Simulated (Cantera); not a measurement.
Feed: 1 mol BN, 0.59 mol H₂, at 1.00 Torr.

Equilibrium computed with Cantera from the NASA thermochemical tables; the gas is ideal and each condensed phase is pure. Candidate condensed phases: B, BN; 15 gas species. Mutual solubility and eutectic melting of coexisting phases are not modelled. The tables' values for BH₂ are old estimates; treat these amounts as uncertain. Rates play no part.

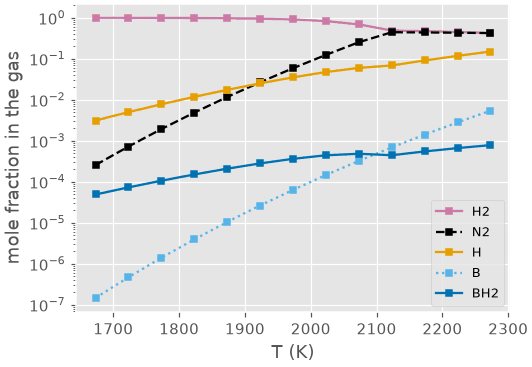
Fig. 1. Equilibrium gas composition (values under 1e-9 drawn at 1e-9)

Q: Read off the mole fractions at 1873 K.

A: H₂ about 0.97, H about 0.017, N₂ about 0.012, BH₂ about 0.00021, B about 1.0e-5.
